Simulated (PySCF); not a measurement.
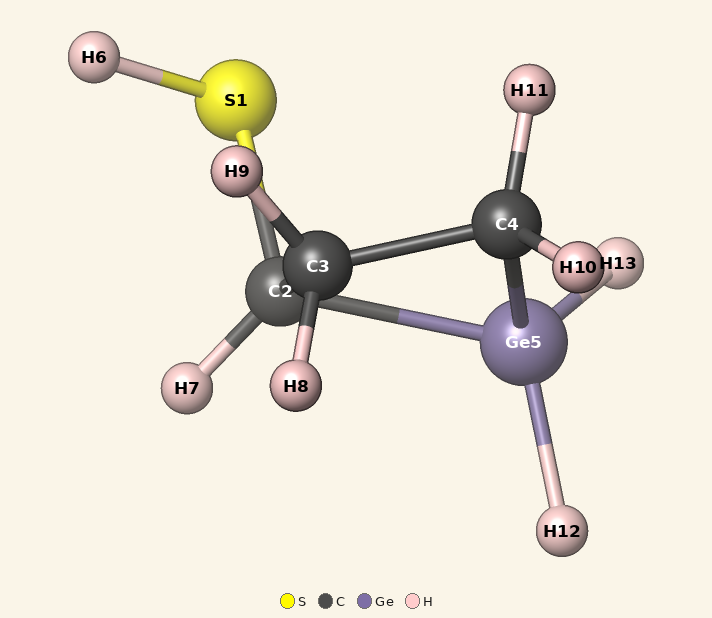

Atoms fade into the background with distance from the viewer. The geometry was computed by an optimisation with PBE0-D3(BJ)/def2-SVP. No frequency run is at hand to confirm it as a minimum.

### How is the 4-membered ring C2–C3–C4–Ge5 puckered?

It is puckered (butterfly). The Cremer–Pople amplitude Q is 0.31 Å.

### Give the torsion angles round the ring, beginning with the bond from its second to its third atom.

−23°, 18°, −18°, 23°.
